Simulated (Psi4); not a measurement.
# SnO (tin(ii) oxide) at CEPA(0)/def2-TZVP (density fitting, core potential)

What is the energy change on altering one bond length of SnO (tin(ii) oxide) at CEPA(0)/def2-TZVP (density fitting, core potential)? Input form: a Python script.

The calculation is run with Psi4 1.11.

2 further runs of the same task are left out: 2 set aside as unsound or not needed.

## (1) The molecule

SnO: 2 atoms, total charge 0, spin state singlet. As SMILES, `[O]=[Sn]`. Geometry: a GFN2-xTB relaxation, a rough one for these elements and not checked as a minimum.

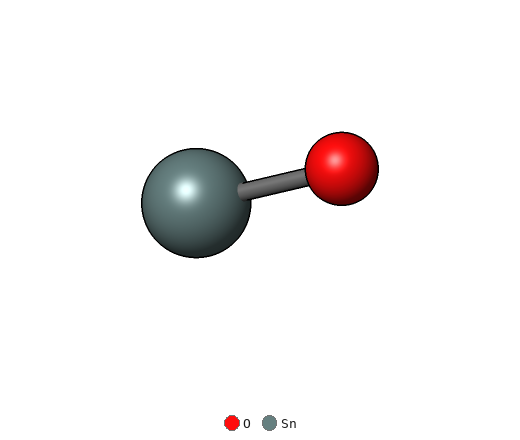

Viewed from a chosen angle; oxygen red, tin teal.

## (2) A single-point energy at CEPA(0)/def2-TZVP (density fitting, core potential)

osn.py reads:

```python
import psi4

psi4.set_memory(1600000000)
psi4.set_num_threads(1)
psi4.core.set_output_file('osn.out', False)

molecule = psi4.geometry("""
0 1
O
Sn 1 1.80358
""")

options = {'basis': 'def2-TZVP', 'scf_type': 'df', 'num_frozen_docc': 5}
psi4.set_options(options)

e_tot = psi4.energy("cepa(0)")
print('E =', round(e_tot, 9))
```

The run is started by

```
python osn.py
```

osn.out:

```text
[...]
    !!!  WARNING: ECP capability is in beta. Please check occupations closely.  !!!
[...]
  Running in c2v symmetry.
[...]
  Nuclear repulsion =   51.639067342685109
[...]
  Multiplicity = 1
[...]
  Nalpha       = 15
  Nbeta        = 15
[...]
    Number of basis functions: 81
[...]
 WARNING: Atomic UHF is not converging! Try casting from a smaller basis or call Rob at CCMST.
   -------------------------
[...]
   @DF-RHF iter   1:  -287.88641593642615   -1.74702e+00   1.92280e-02 ADIIS/DIIS
[...]
   @DF-RHF iter  13:  -288.21916821752529   -1.08002e-12   7.13954e-09 DIIS
[...]
    Orbital Energies [Eh]
    ---------------------
    Doubly Occupied:
       1A1   -20.495821     2A1    -5.878675     1B2    -4.070341
       1B1    -4.070341     3A1    -4.056765     4A1    -1.357680
       5A1    -1.340190     1A2    -1.340190     2B2    -1.327127
       2B1    -1.327127     6A1    -1.144306     7A1    -0.554690
       3B2    -0.404840     3B1    -0.404839     8A1    -0.382752
[...]
  @DF-RHF Final Energy:  -288.21916821752529
   => Energetics <=
    Nuclear Repulsion Energy =             51.6390673426851095
    One-Electron Energy =                -583.4051087632774397
    Two-Electron Energy =                 243.5468732030670083
    Total Energy =                       -288.2191682175252936
[...]
 Multipole Moments:
 ------------------------------------------------------------------------------------
     Multipole            Electronic (a.u.)      Nuclear  (a.u.)        Total (a.u.)
 ------------------------------------------------------------------------------------
 L = 1.  Multiply by 2.5417464519 to convert [e a0] to [Debye]
 Dipole X            :          0.0000000            0.0000000            0.0000000
 Dipole Y            :          0.0000000            0.0000000            0.0000000
 Dipole Z            :         17.2504660          -15.2317011            2.0187650
 Magnitude           :                                                    2.0187650
[...]
      * SCS-MP2 total energy:                 -288.743620116323
[...]
      * MP2 total energy:                     -288.784697369120
[...]
```

On the terminal:

```text
E = -288.800338967
```

It took 11 s on 1 thread of Intel Xeon Platinum 8259CL at 2.50GHz (Skylake/Cascade Lake), shared host; peak memory 0.3 GiB.

## (3) The distorted shape, same level

job.py reads:

```python
import psi4

psi4.set_memory(1600000000)
psi4.set_num_threads(1)
psi4.set_output_file('output.dat', False)

m = psi4.geometry("""
O     -0.085931    -0.042911    -0.050772
Sn     0.028875     0.028518     1.674202
""")

psi4.set_options(dict(basis='def2-TZVP', reference='rhf', scf_type='df', num_frozen_docc=5))

energy_value = psi4.energy('cepa(0)', molecule=m)
print('E =', round(energy_value, 9))
```

The run is started by

```
python job.py
```

output.dat:

```text
[...]
    !!!  WARNING: ECP capability is in beta. Please check occupations closely.  !!!
[...]
  Running in c2v symmetry.
[...]
  Nuclear repulsion =   53.827116571467727
[...]
  Multiplicity = 1
[...]
  Nalpha       = 15
  Nbeta        = 15
[...]
    Number of basis functions: 81
[...]
 WARNING: Atomic UHF is not converging! Try casting from a smaller basis or call Rob at CCMST.
   -------------------------
[...]
   @DF-RHF iter   1:  -287.91617978390718   -1.58347e+00   1.84363e-02 DIIS/ADIIS
[...]
   @DF-RHF iter  14:  -288.21649799995964   -2.27374e-12   6.07959e-09 DIIS
[...]
    Orbital Energies [Eh]
    ---------------------
    Doubly Occupied:
       1A1   -20.495376     2A1    -5.870332     1B2    -4.061975
       1B1    -4.061975     3A1    -4.049389     4A1    -1.368873
       5A1    -1.332088     1A2    -1.332088     2B2    -1.320335
       2B1    -1.320335     6A1    -1.147111     7A1    -0.556604
       3B2    -0.418895     3B1    -0.418895     8A1    -0.382419
[...]
  @DF-RHF Final Energy:  -288.21649799995964
   => Energetics <=
    Nuclear Repulsion Energy =             53.8271165714677267
    One-Electron Energy =                -587.8138530409884197
    Two-Electron Energy =                 245.7702384695610078
    Total Energy =                       -288.2164979999596426
[...]
 Multipole Moments:
 ------------------------------------------------------------------------------------
     Multipole            Electronic (a.u.)      Nuclear  (a.u.)        Total (a.u.)
 ------------------------------------------------------------------------------------
 L = 1.  Multiply by 2.5417464519 to convert [e a0] to [Debye]
 Dipole X            :          0.0000000            0.0000000            0.0000000
 Dipole Y            :          0.0000000            0.0000000            0.0000000
 Dipole Z            :         16.4380000          -14.6125389            1.8254611
 Magnitude           :                                                    1.8254611
[...]
      * SCS-MP2 total energy:                 -288.734960469212
[...]
      * MP2 total energy:                     -288.775800836722
[...]
```

Standard output:

```text
E = -288.783006763
```

It took 12 s on 1 thread of Intel Xeon Platinum 8259CL at 2.50GHz (Skylake/Cascade Lake), shared host; peak memory 0.3 GiB.

## (4) Summary of results

Level: CEPA(0)/def2-TZVP (density fitting, core potential), 5 core orbitals frozen.

| quantity | value |
| --- | --- |
| first shape: total energy | -288.80034 Eh |
| first shape: HOMO energy (Hartree–Fock orbitals) | -10.42 eV |
| first shape: LUMO energy (Hartree–Fock orbitals) | 0.31 eV |
| first shape: HOMO–LUMO gap (Hartree–Fock orbitals) | 10.72 eV |
| first shape: correlation energy (5 core orbitals frozen) | -581.2 mEh |
| distorted shape: total energy | -288.78301 Eh |
| distorted shape: HOMO energy (Hartree–Fock orbitals) | -10.41 eV |
| distorted shape: LUMO energy (Hartree–Fock orbitals) | 0.48 eV |
| distorted shape: HOMO–LUMO gap (Hartree–Fock orbitals) | 10.88 eV |
| distorted shape: correlation energy (5 core orbitals frozen) | -566.5 mEh |
| energy change with the O1–Sn2 bond shortened from 1.804 to 1.730 Å | 0.472 eV |

What this shows: With the O1–Sn2 bond shortened from 1.804 to 1.730 Å the energy rises by 0.47 eV (10.9 kcal/mol). The first shape isn't relaxed at this level, so the change isn't measured from a minimum.
